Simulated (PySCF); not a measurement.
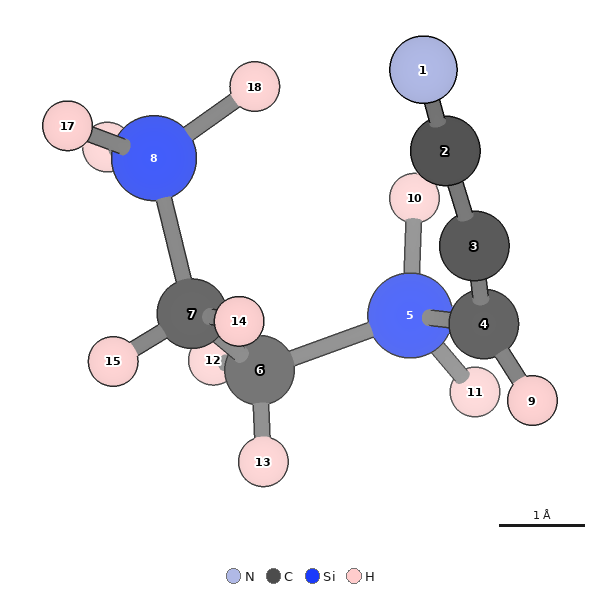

Figure 1. The structure (ball-and-stick view, seen at a tilt; atoms are numbered from 1 in the order of the input). Bond lengths as drawn: C–C 1.29 to 1.53 Å, C–H 1.08 to 1.10 Å, C–N 1.17 Å, C–Si 1.90 to 1.92 Å and H–Si 1.46 to 1.47 Å.

# EPR calculation, with input and output: C₅H₁₀NSi₂

System: C₅H₁₀NSi₂, multiplicity 2.
Method: UKS B3LYP, pcH-1 on C H N Si, non-relativistic, mean-field spin-orbit, GIAO (PySCF 2.14.0).

It belongs to a series of runs on one base structure; here: H added to sp C.

Input file
```
{"job": {"kind": "epr", "basis": "pcH-1"}, "charge": 0, "multiplicity": 2}
N      2.394350     2.231089     1.933502
C      2.359738     1.393314     1.120241
C      2.405011     0.409247     0.231873
C      2.095934    -0.387172    -0.732595
Si     0.445502    -0.254948    -1.712197
C     -0.870444    -1.190427    -0.704561
C     -0.995419    -0.772494     0.762974
Si    -1.672805     0.984643     1.056660
H      2.747980    -1.200330    -1.025074
H      0.121454     1.156625    -1.908939
H      0.694625    -0.933298    -2.990596
H     -1.837990    -1.067084    -1.196335
H     -0.644069    -2.261004    -0.749341
H     -0.021414    -0.866406     1.248949
H     -1.652722    -1.485259     1.269001
H     -2.866249     1.161020     0.220835
H     -2.040515     1.102289     2.467193
H     -0.671726     1.986514     0.696755
```

The first line tells a small driver script what to run in PySCF; the rest is the geometry in Å.

Launch command:
```bash
OMP_NUM_THREADS=1 python <driver script> task.json out
```

What the program printed
```
UKS, coarse grid
  cycle   1  E = -830.14938190  |g| = 4.02e-01
  cycle   2  E = -829.97472842  |g| = 7.18e-01
  cycle   3  E = -830.20743072  |g| = 2.13e-01
  cycle   4  E = -830.22670129  |g| = 6.15e-02
  cycle   5  E = -830.22863622  |g| = 1.98e-02
  cycle   6  E = -830.22888142  |g| = 1.02e-02
  cycle   7  E = -830.22896147  |g| = 5.28e-03
  cycle   8  E = -830.22899795  |g| = 2.45e-03
  cycle   9  E = -830.22901294  |g| = 1.19e-03
  cycle  10  E = -830.22901679  |g| = 7.30e-04
UKS, final grid
  cycle   1  E = -830.22905509  |g| = 7.96e-04
  cycle   2  E = -830.22905519  |g| = 1.09e-03
  cycle   3  E = -830.22905580  |g| = 2.70e-04
  cycle   4  E = -830.22905589  |g| = 2.17e-04
  cycle   5  E = -830.22905604  |g| = 1.76e-04
  cycle   6  E = -830.22905606  |g| = 4.88e-05
  cycle   7  E = -830.22905606  |g| = 1.37e-05
E = -830.22905606 Eh   <S^2> = 0.7703 (exact 0.7500)
g shifts (ppm)      1          2          3
  rmc          -182       -182       -182
  gc             42         -2         14
  oz_so       -2063        149       1450
  total       -2203        -36       1282
hyperfine (MHz)  atom isotope    a_iso     a_fc   dipolar eigenvalues
    0   14N      10.46      10.51    -21.13    -13.56     34.69
    1   13C     -49.14     -49.16    -19.56     -4.10     23.66
    2   13C      99.01      99.17    -65.57    -48.83    114.40
    3   13C     -46.15     -46.11    -16.98      4.12     12.86
    4  29Si     -89.20     -89.33    -23.60     11.41     12.19
    5   13C      -1.28      -1.28     -0.51     -0.35      0.86
    6   13C      -0.17      -0.17     -0.37     -0.16      0.53
    7  29Si       0.31       0.31     -0.33      0.10      0.23
    8    1H     158.04     158.05     -4.78     -3.72      8.50
    9    1H      -3.43      -3.44     -2.30     -0.99      3.29
   10    1H      13.14      13.13     -1.86     -0.65      2.51
   11    1H       5.01       5.01     -0.72     -0.40      1.12
   12    1H      -0.06      -0.06     -0.81     -0.70      1.51
   13    1H       0.67       0.67     -1.85     -1.58      3.44
   14    1H       0.71       0.71     -0.64     -0.49      1.13
   15    1H      -0.19      -0.19     -0.49     -0.34      0.83
   16    1H       0.35       0.35     -0.63     -0.46      1.09
   17    1H      -0.06      -0.06     -1.84     -0.71      2.55
```

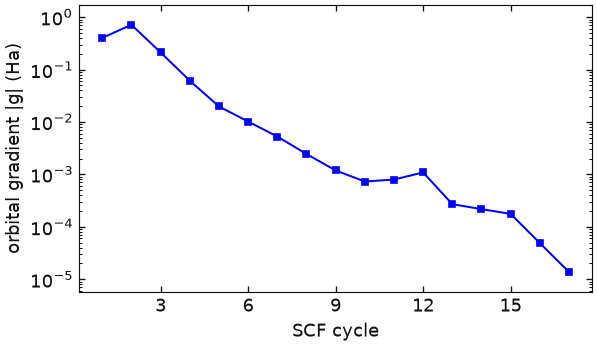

Figure 2. Convergence of the self-consistent field: orbital gradient |g| against the SCF cycle. All cycles printed in the log are drawn one after another.

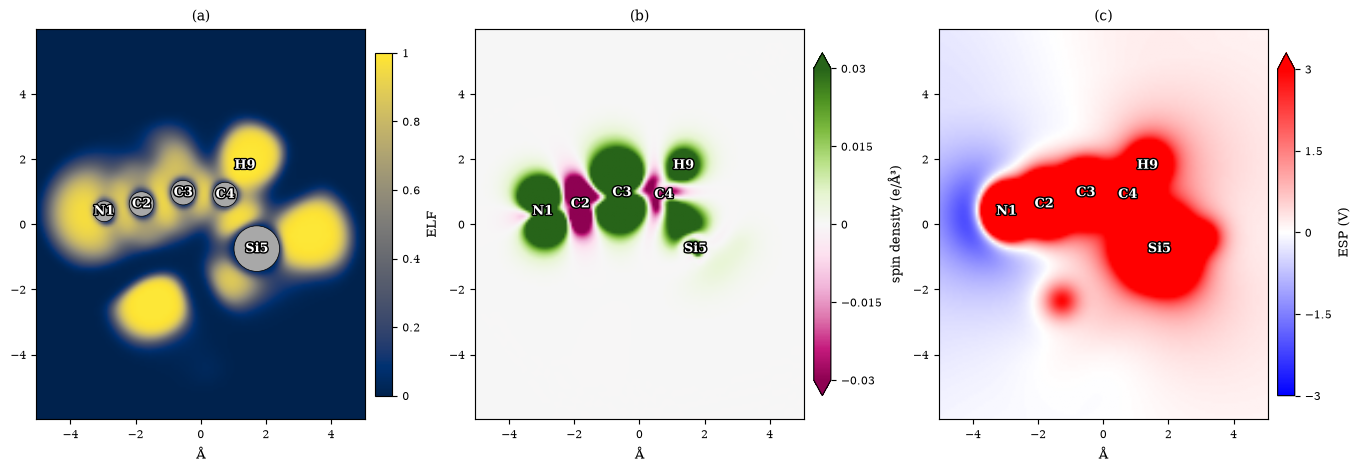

Figure 3. (a) electron localisation function; (b) spin density; (c) electrostatic potential on the plane of atoms C3, C4 and Si5. Grey discs, where drawn, cover atomic cores. The section cuts through N, C, Si and H sites. C–N (1.17 Å): the ELF peaks at about 0.90 between the atoms; a double or triple bond. C–C (1.29 Å): the ELF peaks at about 0.90 between the atoms; a multiple bond by its length, whose ELF region spreads away from the axis. The unpaired spin (1 electron) lies mostly on C3 (about 0.5) and N1 (about 0.3), in electrons by Hirshfeld's partition.

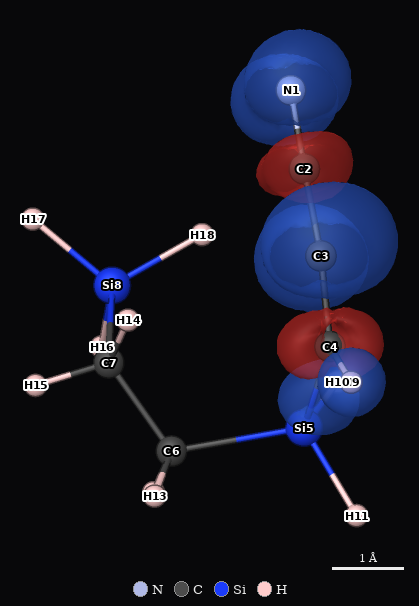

Figure 4. Isosurfaces of the spin density at +0.03 (blue) and −0.03 e/Å³ (red), seen at a tilt. The unpaired spin (1 electron) lies mostly on C3 (about 0.5) and N1 (about 0.3), in electrons by Hirshfeld's partition.

Summary

| quantity | value |
| --- | --- |
| outcome | converged |
| total energy | −830.229056 hartree |
| ⟨S²⟩ | 0.770 |
| isotropic g | 2.0020 |
| hardware | 1 CPU thread, shared host |
| wall time | 2.7 min |
| peak memory | 1.1 GiB |
